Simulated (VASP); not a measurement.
Band structure of Be₄S₃Te (ordered alloy cell). Level of theory: PBEsol GGA, VASP's PBE PAW potentials (set 64) (plane waves; VASP 6.6.1).

Unless said otherwise, spin-orbit coupling is left out, though it shifts the bands of the heavy elements here.

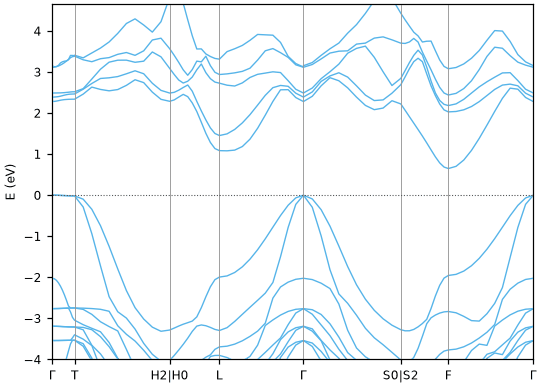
Bands along high-symmetry lines, zero at the valence-band maximum or, without a gap, the Fermi level

Task: Read the plot: is there a gap, and where are the band edges?

Result: The gap is indirect, 0.65 eV, from the valence maximum at Γ to the conduction minimum at F. (Edges off the drawn lines would not show.)

The structure was generated: Be4S3Te was put into an ordered model structure (R3m), which need not be its known phase. It was relaxed first.
